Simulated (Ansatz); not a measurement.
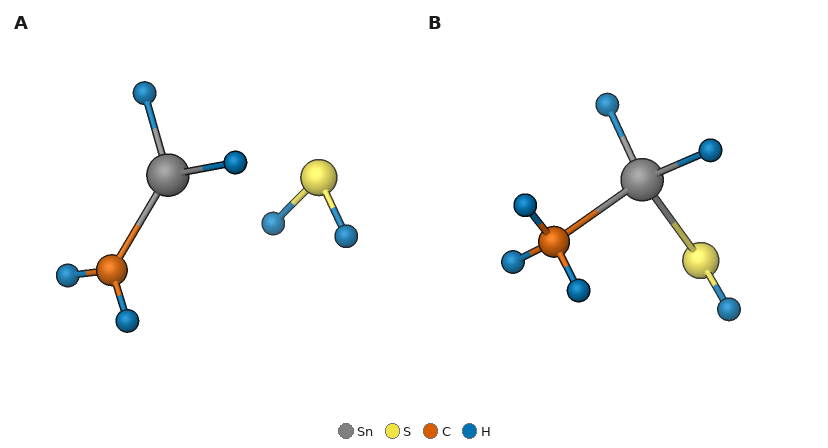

2 stationary structures of one formula. Geometries: PBE0-D4/def2-TZVP. Electronic energies: CCSD(T)/CBS (MP2 limit from def2-TZVPP and def2-QZVPP plus CCSD(T) − MP2) (Ansatz 0.2.0), without zero-point energy. Each is one conformer, not always the lowest.

Which is lowest in energy, and by how much?

Answer. B is lowest (a minimum); A lies 275.2 kJ/mol above it (a minimum).
